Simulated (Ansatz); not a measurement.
Start from BaTiO₃ in the cubic perovskite structure (space group Pm-3m, No. 221; a = 4.019 Å).

One thing is altered: a hydrostatic pressure of 2.1 GPa.

All numbers come from Ansatz (a first-principles code), PBE, PAW, cutoff 420 eV, spin-orbit coupling left out.

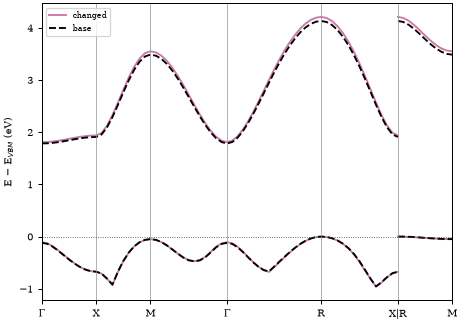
*Highest valence and lowest conduction band along the path, each from its own valence-band maximum*

Q: Read the changed gap and its character from the plot.

A: About 1.8 eV, indirect, R → Γ.

Load acts through the strain it causes; cell and atoms are relaxed under it. Whether these cells are dynamically stable was not tested. The final runs are not spin-polarised. Many cubic perovskites are stable only at high temperature; tilts and polar distortions were not tested. This is not the structure that BaTiO3 has at room temperature and ambient pressure.
